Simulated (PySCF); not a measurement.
## Electronic structure of C2H5F3P2Si in real space

Input file:

```
{"job": {"kind": "nmr", "xc": "PBE0", "basis": "pcSseg-1"}, "charge": 0, "multiplicity": 1}
F     -1.454519    -1.470602    -2.131646
C     -1.822842    -1.413260    -0.876821
F     -2.879512    -2.142617    -0.648339
C     -1.175558    -0.690493     0.043999
F     -1.653865    -0.728171     1.301724
Si     0.334266     0.389133    -0.242963
P      2.057802    -0.542394     0.891732
P     -0.213544     2.426614     0.574297
H      0.553257     0.480407    -1.715178
H      3.006610     0.382955     0.355036
H      2.313957    -1.528331    -0.112093
H      1.145614     2.868793     0.628074
H     -0.206291     1.951394     1.922239
```

Run with:

```sh
OMP_NUM_THREADS=1 python probes_run.py task.json out
```

Geometry: PBE0-D3(BJ)/def2-SVP.

The calculation used PBE0/pcSseg-1, SCF density, gas phase, non-relativistic in PySCF 2.14.0.

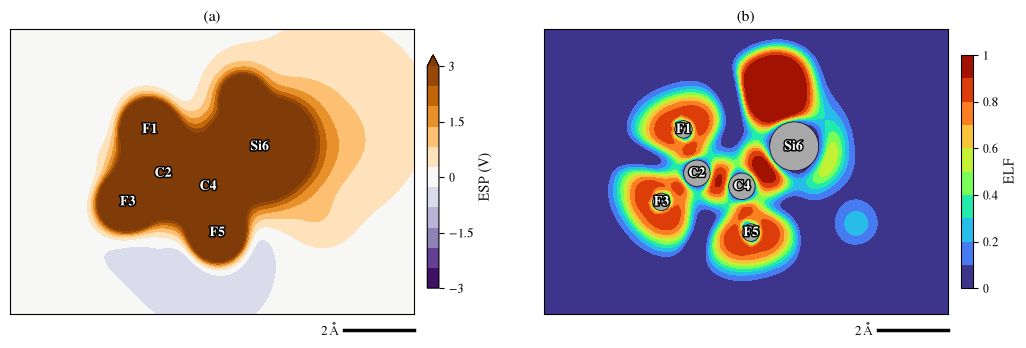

Figure 1. (a) electrostatic potential; (b) electron localisation function on the plane of atoms C2, C4 and F5. Grey discs cover the atomic cores in the ELF map.

### What do the fields say about this system?

The plane passes through F, C and Si nuclei. C–F (1.30 Å): the ELF peaks at about 0.85 between the atoms (a shared but strongly polarised pair). C–C (1.34 Å): the ELF peaks at about 0.90 between the atoms: a multiple bond. C–Si (1.88 Å): the ELF peaks at about 0.95 between the atoms; a covalent bond. C–F (1.35 Å): the ELF peaks at about 0.85 between the atoms, as expected for a shared but strongly polarised pair. The ELF also peaks beside F5, F3 and F1, away from the bonds: lone-pair regions. Outside the dense part of the molecule the potential is most negative (−0.7 V) near F5.

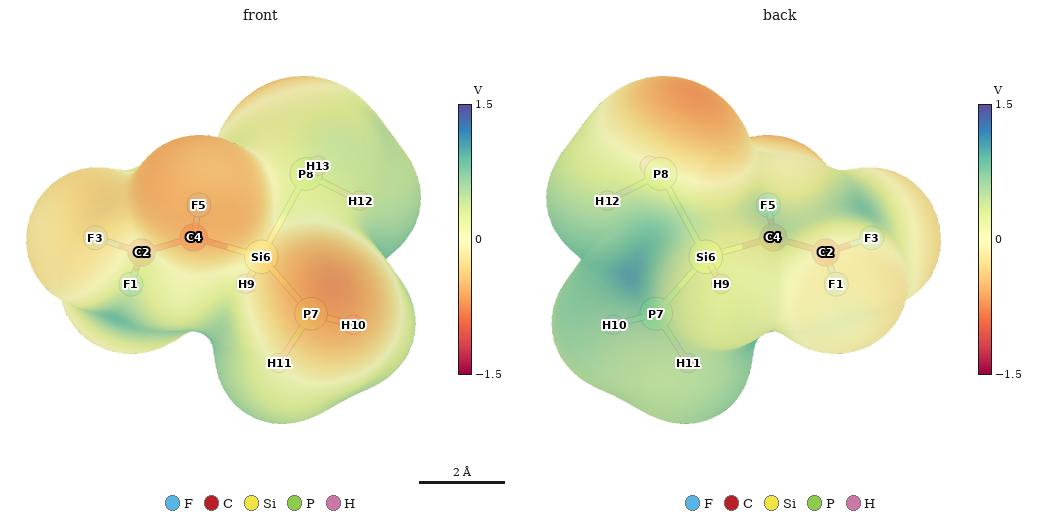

Figure 2. The electrostatic potential painted on the density surface at 0.001 e/bohr³, seen from the front and from behind; the colour scale runs from red (negative) to blue (positive).

### Where is the surface potential most negative and most positive?

The most negative region (about −0.7 V, or −16 kcal/mol for a unit charge) lies over P7 and P8, the most positive (about +1.0 V, or +23 kcal/mol for a unit charge) over Si6.
